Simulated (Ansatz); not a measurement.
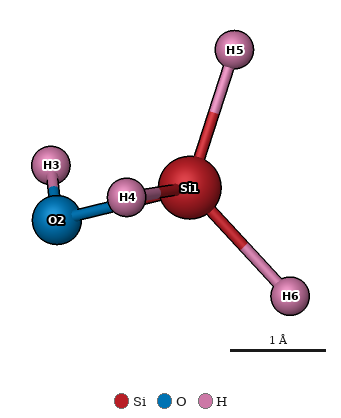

Fig. 1: The structure as given in the input (ball-and-stick view, seen at a tilt; atoms are numbered from 1 in the order of the input). Bond lengths as drawn: H–O 0.98 Å, H–Si 1.47 to 1.56 Å and O–Si 1.83 Å.

## Run report: SiH$_{4}$O, molecular dynamics (part 1 of 3)

SiH$_{4}$O, computed with RKS PBE0-D4/6-31G (Ansatz 0.2.0).

It belongs to a series of runs on one base structure; here: dynamics from the last frame of an earlier run. Figures and captions count atoms from 1; the log counts them from 0 in places.

## What the program printed
```
Engine: ansatz 0.2.0, aarch64-unknown-linux-gnu
Functional definition: PBE0
  parameter a = 0.25
  parameter kappa = 0.804
  parameter beta = 0.06672455060314922
  exchange = (1 - a)*pbe_x(kappa = kappa, mu = beta*pi^2/3) + a*exact_x
  correlation = pbe_c(beta = beta)
375 factors; integrals over basis functions are off by at most 1.8e-4 eV
mean field evaluation 1: about -9978.2151 eV, gradient 4.5e1 eV
mean field evaluation 2: about -9965.3810 eV, gradient 9.0e1 eV
mean field evaluation 4: about -9982.0249 eV, gradient 6.9e-1 eV
mean field evaluation 8: about -9982.0234 eV, gradient 6.0e-3 eV
mean field -9982.02338013 eV, -366.8325931613 hartree, gradient 1.8e-5 eV, S^2 0.000000; 0 other end points of the search recorded, 0 dependent functions left out
the calculation of the forces begins
reference -9982.02340268 eV, -366.8325939901 hartree; 13, 13 occupied and 17, 17 virtual orbitals, 375 factors
md step     0: t =     0.00 fs  T =   300.0 K  F+E_penalty+E_count = -9982.07576296 eV  E_kin = 0.155112 eV  conserved = -9981.92065097 eV  (21 SCF iters)
these checks for a lower state are left out or cut short: starts, cluster_reference, orbital_swaps, neighbouring_geometries, increment
375 factors; integrals over basis functions are off by at most 1.7e-4 eV
mean field evaluation 16: about -9982.0320 eV, gradient 2.2e-4 eV
mean field -9982.03196789 eV, -366.8329087558 hartree, gradient 7.7e-6 eV, S^2 0.000000; 0 other end points of the search recorded, 0 dependent functions left out
the calculation of the forces begins
reference -9982.03199046 eV, -366.8329095849 hartree; 13, 13 occupied and 17, 17 virtual orbitals, 375 factors
md step     1: t =     0.25 fs  T =   316.5 K  F+E_penalty+E_count = -9982.08429787 eV  E_kin = 0.163631 eV  conserved = -9981.92066694 eV  (20 SCF iters)
[... from here on the SCF iterations and repeated set-up lines of each step are left out, up to the last step ...]
md step     2: t =     0.50 fs  T =   332.0 K  F+E_penalty+E_count = -9982.09234005 eV  E_kin = 0.171658 eV  conserved = -9981.92068213 eV  (20 SCF iters)
md step     3: t =     0.75 fs  T =   346.1 K  F+E_penalty+E_count = -9982.09965962 eV  E_kin = 0.178963 eV  conserved = -9981.92069631 eV  (19 SCF iters)
md step     4: t =     1.00 fs  T =   358.5 K  F+E_penalty+E_count = -9982.10604486 eV  E_kin = 0.185336 eV  conserved = -9981.92070902 eV  (19 SCF iters)
md step     5: t =     1.25 fs  T =   368.6 K  F+E_penalty+E_count = -9982.11130967 eV  E_kin = 0.190590 eV  conserved = -9981.92071975 eV  (20 SCF iters)
md step     6: t =     1.50 fs  T =   376.3 K  F+E_penalty+E_count = -9982.11530177 eV  E_kin = 0.194574 eV  conserved = -9981.92072785 eV  (19 SCF iters)
md step     7: t =     1.75 fs  T =   381.4 K  F+E_penalty+E_count = -9982.11791185 eV  E_kin = 0.197179 eV  conserved = -9981.92073272 eV  (19 SCF iters)
md step     8: t =     2.00 fs  T =   383.6 K  F+E_penalty+E_count = -9982.11908271 eV  E_kin = 0.198349 eV  conserved = -9981.92073377 eV  (20 SCF iters)
md step     9: t =     2.25 fs  T =   383.1 K  F+E_penalty+E_count = -9982.11881805 eV  E_kin = 0.198088 eV  conserved = -9981.92073050 eV  (20 SCF iters)
md step    10: t =     2.50 fs  T =   380.0 K  F+E_penalty+E_count = -9982.11718954 eV  E_kin = 0.196467 eV  conserved = -9981.92072256 eV  (20 SCF iters)
md step    11: t =     2.75 fs  T =   374.5 K  F+E_penalty+E_count = -9982.11434150 eV  E_kin = 0.193631 eV  conserved = -9981.92071001 eV  (20 SCF iters)
md step    12: t =     3.00 fs  T =   367.1 K  F+E_penalty+E_count = -9982.11049109 eV  E_kin = 0.189798 eV  conserved = -9981.92069306 eV  (20 SCF iters)
md step    13: t =     3.25 fs  T =   358.3 K  F+E_penalty+E_count = -9982.10592374 eV  E_kin = 0.185252 eV  conserved = -9981.92067207 eV  (20 SCF iters)
md step    14: t =     3.50 fs  T =   348.8 K  F+E_penalty+E_count = -9982.10098361 eV  E_kin = 0.180335 eV  conserved = -9981.92064823 eV  (20 SCF iters)
md step    15: t =     3.75 fs  T =   339.3 K  F+E_penalty+E_count = -9982.09605692 eV  E_kin = 0.175434 eV  conserved = -9981.92062290 eV  (20 SCF iters)
md step    16: t =     4.00 fs  T =   330.6 K  F+E_penalty+E_count = -9982.09155064 eV  E_kin = 0.170953 eV  conserved = -9981.92059773 eV  (20 SCF iters)
md step    17: t =     4.25 fs  T =   323.6 K  F+E_penalty+E_count = -9982.08786663 eV  E_kin = 0.167292 eV  conserved = -9981.92057453 eV  (18 SCF iters)
md step    18: t =     4.50 fs  T =   318.8 K  F+E_penalty+E_count = -9982.08537370 eV  E_kin = 0.164819 eV  conserved = -9981.92055510 eV  (18 SCF iters)
md step    19: t =     4.75 fs  T =   316.9 K  F+E_penalty+E_count = -9982.08437974 eV  E_kin = 0.163839 eV  conserved = -9981.92054104 eV  (18 SCF iters)
md step    20: t =     5.00 fs  T =   318.3 K  F+E_penalty+E_count = -9982.08510681 eV  E_kin = 0.164573 eV  conserved = -9981.92053361 eV  (18 SCF iters)
md step    21: t =     5.25 fs  T =   323.3 K  F+E_penalty+E_count = -9982.08767175 eV  E_kin = 0.167138 eV  conserved = -9981.92053357 eV  (21 SCF iters)
md step    22: t =     5.50 fs  T =   331.8 K  F+E_penalty+E_count = -9982.09207460 eV  E_kin = 0.171534 eV  conserved = -9981.92054108 eV  (18 SCF iters)
md step    23: t =     5.75 fs  T =   343.6 K  F+E_penalty+E_count = -9982.09819597 eV  E_kin = 0.177640 eV  conserved = -9981.92055568 eV  (18 SCF iters)
md step    24: t =     6.00 fs  T =   358.2 K  F+E_penalty+E_count = -9982.10580410 eV  E_kin = 0.185228 eV  conserved = -9981.92057635 eV  (20 SCF iters)
md step    25: t =     6.25 fs  T =   375.2 K  F+E_penalty+E_count = -9982.11457059 eV  E_kin = 0.193969 eV  conserved = -9981.92060158 eV  (20 SCF iters)
md step    26: t =     6.50 fs  T =   393.5 K  F+E_penalty+E_count = -9982.12409357 eV  E_kin = 0.203464 eV  conserved = -9981.92062959 eV  (20 SCF iters)
md step    27: t =     6.75 fs  T =   412.5 K  F+E_penalty+E_count = -9982.13392560 eV  E_kin = 0.213267 eV  conserved = -9981.92065841 eV  (19 SCF iters)
md step    28: t =     7.00 fs  T =   431.1 K  F+E_penalty+E_count = -9982.14360409 eV  E_kin = 0.222918 eV  conserved = -9981.92068615 eV  (20 SCF iters)
md step    29: t =     7.25 fs  T =   448.7 K  F+E_penalty+E_count = -9982.15268103 eV  E_kin = 0.231970 eV  conserved = -9981.92071089 eV  (20 SCF iters)
md step    30: t =     7.50 fs  T =   464.2 K  F+E_penalty+E_count = -9982.16075084 eV  E_kin = 0.240019 eV  conserved = -9981.92073161 eV  (20 SCF iters)
md step    31: t =     7.75 fs  T =   477.2 K  F+E_penalty+E_count = -9982.16747161 eV  E_kin = 0.246724 eV  conserved = -9981.92074712 eV  (20 SCF iters)
md step    32: t =     8.00 fs  T =   487.1 K  F+E_penalty+E_count = -9982.17258222 eV  E_kin = 0.251825 eV  conserved = -9981.92075683 eV  (20 SCF iters)
md step    33: t =     8.25 fs  T =   493.5 K  F+E_penalty+E_count = -9982.17591194 eV  E_kin = 0.255151 eV  conserved = -9981.92076058 eV  (20 SCF iters)
md step    34: t =     8.50 fs  T =   496.3 K  F+E_penalty+E_count = -9982.17738349 eV  E_kin = 0.256625 eV  conserved = -9981.92075862 eV  (20 SCF iters)
md step    35: t =     8.75 fs  T =   495.6 K  F+E_penalty+E_count = -9982.17701004 eV  E_kin = 0.256259 eV  conserved = -9981.92075143 eV  (20 SCF iters)
md step    36: t =     9.00 fs  T =   491.5 K  F+E_penalty+E_count = -9982.17488734 eV  E_kin = 0.254147 eV  conserved = -9981.92073994 eV  (19 SCF iters)
md step    37: t =     9.25 fs  T =   484.4 K  F+E_penalty+E_count = -9982.17118115 eV  E_kin = 0.250456 eV  conserved = -9981.92072496 eV  (20 SCF iters)
md step    38: t =     9.50 fs  T =   474.6 K  F+E_penalty+E_count = -9982.16611323 eV  E_kin = 0.245406 eV  conserved = -9981.92070772 eV  (20 SCF iters)
md step    39: t =     9.75 fs  T =   462.7 K  F+E_penalty+E_count = -9982.15994451 eV  E_kin = 0.239255 eV  conserved = -9981.92068911 eV  (20 SCF iters)
md step    40: t =    10.00 fs  T =   449.3 K  F+E_penalty+E_count = -9982.15295930 eV  E_kin = 0.232289 eV  conserved = -9981.92066992 eV  (19 SCF iters)
md step    41: t =    10.25 fs  T =   434.8 K  F+E_penalty+E_count = -9982.14545057 eV  E_kin = 0.224799 eV  conserved = -9981.92065136 eV  (19 SCF iters)
md step    42: t =    10.50 fs  T =   419.8 K  F+E_penalty+E_count = -9982.13770536 eV  E_kin = 0.217071 eV  conserved = -9981.92063404 eV  (20 SCF iters)
md step    43: t =    10.75 fs  T =   405.0 K  F+E_penalty+E_count = -9982.12999403 eV  E_kin = 0.209376 eV  conserved = -9981.92061841 eV  (22 SCF iters)
md step    44: t =    11.00 fs  T =   390.6 K  F+E_penalty+E_count = -9982.12256151 eV  E_kin = 0.201957 eV  conserved = -9981.92060468 eV  (20 SCF iters)
md step    45: t =    11.25 fs  T =   377.2 K  F+E_penalty+E_count = -9982.11562179 eV  E_kin = 0.195029 eV  conserved = -9981.92059323 eV  (20 SCF iters)
md step    46: t =    11.50 fs  T =   365.1 K  F+E_penalty+E_count = -9982.10935433 eV  E_kin = 0.188770 eV  conserved = -9981.92058416 eV  (20 SCF iters)
md step    47: t =    11.75 fs  T =   354.6 K  F+E_penalty+E_count = -9982.10390312 eV  E_kin = 0.183326 eV  conserved = -9981.92057704 eV  (20 SCF iters)
md step    48: t =    12.00 fs  T =   345.8 K  F+E_penalty+E_count = -9982.09937921 eV  E_kin = 0.178807 eV  conserved = -9981.92057207 eV  (20 SCF iters)
md step    49: t =    12.25 fs  T =   339.0 K  F+E_penalty+E_count = -9982.09586235 eV  E_kin = 0.175294 eV  conserved = -9981.92056880 eV  (20 SCF iters)
md step    50: t =    12.50 fs  T =   334.3 K  F+E_penalty+E_count = -9982.09340579 eV  E_kin = 0.172839 eV  conserved = -9981.92056698 eV  (18 SCF iters)
md step    51: t =    12.75 fs  T =   331.6 K  F+E_penalty+E_count = -9982.09204003 eV  E_kin = 0.171474 eV  conserved = -9981.92056631 eV  (18 SCF iters)
md step    52: t =    13.00 fs  T =   331.1 K  F+E_penalty+E_count = -9982.09177680 eV  E_kin = 0.171210 eV  conserved = -9981.92056665 eV  (18 SCF iters)
md step    53: t =    13.25 fs  T =   332.7 K  F+E_penalty+E_count = -9982.09261192 eV  E_kin = 0.172044 eV  conserved = -9981.92056834 eV  (18 SCF iters)
md step    54: t =    13.50 fs  T =   336.4 K  F+E_penalty+E_count = -9982.09452461 eV  E_kin = 0.173954 eV  conserved = -9981.92057052 eV  (18 SCF iters)
md step    55: t =    13.75 fs  T =   342.2 K  F+E_penalty+E_count = -9982.09747973 eV  E_kin = 0.176906 eV  conserved = -9981.92057402 eV  (18 SCF iters)
md step    56: t =    14.00 fs  T =   349.8 K  F+E_penalty+E_count = -9982.10142267 eV  E_kin = 0.180844 eV  conserved = -9981.92057885 eV  (19 SCF iters)
md step    57: t =    14.25 fs  T =   359.1 K  F+E_penalty+E_count = -9982.10627675 eV  E_kin = 0.185691 eV  conserved = -9981.92058541 eV  (19 SCF iters)
md step    58: t =    14.50 fs  T =   370.1 K  F+E_penalty+E_count = -9982.11193807 eV  E_kin = 0.191344 eV  conserved = -9981.92059399 eV  (20 SCF iters)
md step    59: t =    14.75 fs  T =   382.3 K  F+E_penalty+E_count = -9982.11827128 eV  E_kin = 0.197666 eV  conserved = -9981.92060484 eV  (19 SCF iters)
md step    60: t =    15.00 fs  T =   395.5 K  F+E_penalty+E_count = -9982.12510683 eV  E_kin = 0.204488 eV  conserved = -9981.92061848 eV  (19 SCF iters)
md step    61: t =    15.25 fs  T =   409.3 K  F+E_penalty+E_count = -9982.13223845 eV  E_kin = 0.211604 eV  conserved = -9981.92063401 eV  (19 SCF iters)
md step    62: t =    15.50 fs  T =   423.1 K  F+E_penalty+E_count = -9982.13942761 eV  E_kin = 0.218776 eV  conserved = -9981.92065128 eV  (19 SCF iters)
md step    63: t =    15.75 fs  T =   436.6 K  F+E_penalty+E_count = -9982.14640838 eV  E_kin = 0.225739 eV  conserved = -9981.92066982 eV  (18 SCF iters)
md step    64: t =    16.00 fs  T =   449.1 K  F+E_penalty+E_count = -9982.15289675 eV  E_kin = 0.232208 eV  conserved = -9981.92068886 eV  (18 SCF iters)
md step    65: t =    16.25 fs  T =   460.1 K  F+E_penalty+E_count = -9982.15860376 eV  E_kin = 0.237896 eV  conserved = -9981.92070766 eV  (18 SCF iters)
md step    66: t =    16.50 fs  T =   469.1 K  F+E_penalty+E_count = -9982.16324957 eV  E_kin = 0.242525 eV  conserved = -9981.92072473 eV  (18 SCF iters)
md step    67: t =    16.75 fs  T =   475.5 K  F+E_penalty+E_count = -9982.16658134 eV  E_kin = 0.245842 eV  conserved = -9981.92073923 eV  (22 SCF iters)
md step    68: t =    17.00 fs  T =   479.0 K  F+E_penalty+E_count = -9982.16838910 eV  E_kin = 0.247639 eV  conserved = -9981.92075027 eV  (18 SCF iters)
md step    69: t =    17.25 fs  T =   479.2 K  F+E_penalty+E_count = -9982.16852108 eV  E_kin = 0.247764 eV  conserved = -9981.92075675 eV  (18 SCF iters)
md step    70: t =    17.50 fs  T =   476.1 K  F+E_penalty+E_count = -9982.16689774 eV  E_kin = 0.246140 eV  conserved = -9981.92075810 eV  (19 SCF iters)
md step    71: t =    17.75 fs  T =   469.5 K  F+E_penalty+E_count = -9982.16352148 eV  E_kin = 0.242768 eV  conserved = -9981.92075391 eV  (19 SCF iters)
md step    72: t =    18.00 fs  T =   459.8 K  F+E_penalty+E_count = -9982.15848270 eV  E_kin = 0.237739 eV  conserved = -9981.92074405 eV  (19 SCF iters)
md step    73: t =    18.25 fs  T =   447.2 K  F+E_penalty+E_count = -9982.15196097 eV  E_kin = 0.231232 eV  conserved = -9981.92072871 eV  (19 SCF iters)
md step    74: t =    18.50 fs  T =   432.3 K  F+E_penalty+E_count = -9982.14422104 eV  E_kin = 0.223513 eV  conserved = -9981.92070850 eV  (20 SCF iters)
md step    75: t =    18.75 fs  T =   415.7 K  F+E_penalty+E_count = -9982.13560299 eV  E_kin = 0.214919 eV  conserved = -9981.92068431 eV  (18 SCF iters)
md step    76: t =    19.00 fs  T =   398.1 K  F+E_penalty+E_count = -9982.12650732 eV  E_kin = 0.205850 eV  conserved = -9981.92065759 eV  (18 SCF iters)
md step    77: t =    19.25 fs  T =   380.5 K  F+E_penalty+E_count = -9982.11737391 eV  E_kin = 0.196744 eV  conserved = -9981.92062952 eV  (18 SCF iters)
md step    78: t =    19.50 fs  T =   363.7 K  F+E_penalty+E_count = -9982.10865859 eV  E_kin = 0.188057 eV  conserved = -9981.92060201 eV  (18 SCF iters)
md step    79: t =    19.75 fs  T =   348.6 K  F+E_penalty+E_count = -9982.10080522 eV  E_kin = 0.180228 eV  conserved = -9981.92057685 eV  (18 SCF iters)
md step    80: t =    20.00 fs  T =   335.9 K  F+E_penalty+E_count = -9982.09421778 eV  E_kin = 0.173662 eV  conserved = -9981.92055576 eV  (18 SCF iters)
md step    81: t =    20.25 fs  T =   326.3 K  F+E_penalty+E_count = -9982.08923355 eV  E_kin = 0.168693 eV  conserved = -9981.92054023 eV  (18 SCF iters)
md step    82: t =    20.50 fs  T =   320.2 K  F+E_penalty+E_count = -9982.08610032 eV  E_kin = 0.165569 eV  conserved = -9981.92053135 eV  (18 SCF iters)
md step    83: t =    20.75 fs  T =   318.0 K  F+E_penalty+E_count = -9982.08495950 eV  E_kin = 0.164430 eV  conserved = -9981.92052971 eV  (18 SCF iters)
md step    84: t =    21.00 fs  T =   319.7 K  F+E_penalty+E_count = -9982.08583716 eV  E_kin = 0.165302 eV  conserved = -9981.92053534 eV  (18 SCF iters)
md step    85: t =    21.25 fs  T =   325.1 K  F+E_penalty+E_count = -9982.08864376 eV  E_kin = 0.168096 eV  conserved = -9981.92054770 eV  (18 SCF iters)
md step    86: t =    21.50 fs  T =   333.9 K  F+E_penalty+E_count = -9982.09318274 eV  E_kin = 0.172617 eV  conserved = -9981.92056574 eV  (18 SCF iters)
md step    87: t =    21.75 fs  T =   345.4 K  F+E_penalty+E_count = -9982.09916662 eV  E_kin = 0.178579 eV  conserved = -9981.92058803 eV  (18 SCF iters)
md step    88: t =    22.00 fs  T =   359.0 K  F+E_penalty+E_count = -9982.10623898 eV  E_kin = 0.185626 eV  conserved = -9981.92061281 eV  (18 SCF iters)
md step    89: t =    22.25 fs  T =   374.0 K  F+E_penalty+E_count = -9982.11400024 eV  E_kin = 0.193362 eV  conserved = -9981.92063863 eV  (18 SCF iters)
md step    90: t =    22.50 fs  T =   389.5 K  F+E_penalty+E_count = -9982.12203306 eV  E_kin = 0.201369 eV  conserved = -9981.92066387 eV  (18 SCF iters)
md step    91: t =    22.75 fs  T =   404.7 K  F+E_penalty+E_count = -9982.12992712 eV  E_kin = 0.209240 eV  conserved = -9981.92068716 eV  (18 SCF iters)
md step    92: t =    23.00 fs  T =   418.9 K  F+E_penalty+E_count = -9982.13730003 eV  E_kin = 0.216593 eV  conserved = -9981.92070729 eV  (21 SCF iters)
md step    93: t =    23.25 fs  T =   431.5 K  F+E_penalty+E_count = -9982.14381462 eV  E_kin = 0.223091 eV  conserved = -9981.92072388 eV  (18 SCF iters)
md step    94: t =    23.50 fs  T =   441.8 K  F+E_penalty+E_count = -9982.14918982 eV  E_kin = 0.228454 eV  conserved = -9981.92073631 eV  (18 SCF iters)
md step    95: t =    23.75 fs  T =   449.6 K  F+E_penalty+E_count = -9982.15320892 eV  E_kin = 0.232465 eV  conserved = -9981.92074439 eV  (18 SCF iters)
md step    96: t =    24.00 fs  T =   454.5 K  F+E_penalty+E_count = -9982.15572321 eV  E_kin = 0.234975 eV  conserved = -9981.92074812 eV  (18 SCF iters)
md step    97: t =    24.25 fs  T =   456.3 K  F+E_penalty+E_count = -9982.15665279 eV  E_kin = 0.235905 eV  conserved = -9981.92074765 eV  (19 SCF iters)
md step    98: t =    24.50 fs  T =   455.0 K  F+E_penalty+E_count = -9982.15598510 eV  E_kin = 0.235242 eV  conserved = -9981.92074321 eV  (18 SCF iters)
md step    99: t =    24.75 fs  T =   450.7 K  F+E_penalty+E_count = -9982.15377176 eV  E_kin = 0.233036 eV  conserved = -9981.92073527 eV  (18 SCF iters)
md step   100: t =    25.00 fs  T =   443.7 K  F+E_penalty+E_count = -9982.15012324 eV  E_kin = 0.229399 eV  conserved = -9981.92072400 eV  (18 SCF iters)
md step   101: t =    25.25 fs  T =   434.2 K  F+E_penalty+E_count = -9982.14520328 eV  E_kin = 0.224493 eV  conserved = -9981.92071003 eV  (18 SCF iters)
md step   102: t =    25.50 fs  T =   422.6 K  F+E_penalty+E_count = -9982.13922075 eV  E_kin = 0.218527 eV  conserved = -9981.92069393 eV  (18 SCF iters)
md step   103: t =    25.75 fs  T =   409.5 K  F+E_penalty+E_count = -9982.13242036 eV  E_kin = 0.211744 eV  conserved = -9981.92067590 eV  (18 SCF iters)
md step   104: t =    26.00 fs  T =   395.4 K  F+E_penalty+E_count = -9982.12507432 eV  E_kin = 0.204417 eV  conserved = -9981.92065747 eV  (19 SCF iters)
md step   105: t =    26.25 fs  T =   380.7 K  F+E_penalty+E_count = -9982.11746893 eV  E_kin = 0.196830 eV  conserved = -9981.92063884 eV  (18 SCF iters)
md step   106: t =    26.50 fs  T =   366.1 K  F+E_penalty+E_count = -9982.10989554 eV  E_kin = 0.189275 eV  conserved = -9981.92062079 eV  (18 SCF iters)
md step   107: t =    26.75 fs  T =   352.1 K  F+E_penalty+E_count = -9982.10263872 eV  E_kin = 0.182035 eV  conserved = -9981.92060366 eV  (18 SCF iters)
md step   108: t =    27.00 fs  T =   339.2 K  F+E_penalty+E_count = -9982.09596705 eV  E_kin = 0.175379 eV  conserved = -9981.92058824 eV  (18 SCF iters)
md step   109: t =    27.25 fs  T =   327.9 K  F+E_penalty+E_count = -9982.09012359 eV  E_kin = 0.169549 eV  conserved = -9981.92057506 eV  (18 SCF iters)
md step   110: t =    27.50 fs  T =   318.6 K  F+E_penalty+E_count = -9982.08531846 eV  E_kin = 0.164754 eV  conserved = -9981.92056426 eV  (19 SCF iters)
md step   111: t =    27.75 fs  T =   311.7 K  F+E_penalty+E_count = -9982.08172376 eV  E_kin = 0.161168 eV  conserved = -9981.92055610 eV  (20 SCF iters)
md step   112: t =    28.00 fs  T =   307.4 K  F+E_penalty+E_count = -9982.07946971 eV  E_kin = 0.158919 eV  conserved = -9981.92055065 eV  (19 SCF iters)
md step   113: t =    28.25 fs  T =   305.8 K  F+E_penalty+E_count = -9982.07864297 eV  E_kin = 0.158095 eV  conserved = -9981.92054792 eV  (19 SCF iters)
md step   114: t =    28.50 fs  T =   307.0 K  F+E_penalty+E_count = -9982.07928654 eV  E_kin = 0.158739 eV  conserved = -9981.92054775 eV  (18 SCF iters)
md step   115: t =    28.75 fs  T =   311.1 K  F+E_penalty+E_count = -9982.08140145 eV  E_kin = 0.160851 eV  conserved = -9981.92055004 eV  (23 SCF iters)
md step   116: t =    29.00 fs  T =   318.0 K  F+E_penalty+E_count = -9982.08494910 eV  E_kin = 0.164395 eV  conserved = -9981.92055452 eV  (18 SCF iters)
md step   117: t =    29.25 fs  T =   327.4 K  F+E_penalty+E_count = -9982.08985492 eV  E_kin = 0.169294 eV  conserved = -9981.92056100 eV  (18 SCF iters)
md step   118: t =    29.50 fs  T =   339.3 K  F+E_penalty+E_count = -9982.09601189 eV  E_kin = 0.175443 eV  conserved = -9981.92056927 eV  (19 SCF iters)
md step   119: t =    29.75 fs  T =   353.4 K  F+E_penalty+E_count = -9982.10328426 eV  E_kin = 0.182705 eV  conserved = -9981.92057914 eV  (18 SCF iters)
md step   120: t =    30.00 fs  T =   369.3 K  F+E_penalty+E_count = -9982.11151100 eV  E_kin = 0.190920 eV  conserved = -9981.92059070 eV  (19 SCF iters)
md step   121: t =    30.25 fs  T =   386.6 K  F+E_penalty+E_count = -9982.12050762 eV  E_kin = 0.199904 eV  conserved = -9981.92060354 eV  (19 SCF iters)
md step   122: t =    30.50 fs  T =   405.1 K  F+E_penalty+E_count = -9982.13006888 eV  E_kin = 0.209451 eV  conserved = -9981.92061756 eV  (19 SCF iters)
md step   123: t =    30.75 fs  T =   424.2 K  F+E_penalty+E_count = -9982.13997029 eV  E_kin = 0.219337 eV  conserved = -9981.92063303 eV  (20 SCF iters)
md step   124: t =    31.00 fs  T =   443.5 K  F+E_penalty+E_count = -9982.14996839 eV  E_kin = 0.229319 eV  conserved = -9981.92064952 eV  (19 SCF iters)
md step   125: t =    31.25 fs  T =   462.5 K  F+E_penalty+E_count = -9982.15980331 eV  E_kin = 0.239137 eV  conserved = -9981.92066671 eV  (20 SCF iters)
md step   126: t =    31.50 fs  T =   480.7 K  F+E_penalty+E_count = -9982.16920234 eV  E_kin = 0.248517 eV  conserved = -9981.92068494 eV  (19 SCF iters)
md step   127: t =    31.75 fs  T =   497.4 K  F+E_penalty+E_count = -9982.17788330 eV  E_kin = 0.257180 eV  conserved = -9981.92070366 eV  (19 SCF iters)
md step   128: t =    32.00 fs  T =   512.2 K  F+E_penalty+E_count = -9982.18556234 eV  E_kin = 0.264841 eV  conserved = -9981.92072177 eV  (19 SCF iters)
```
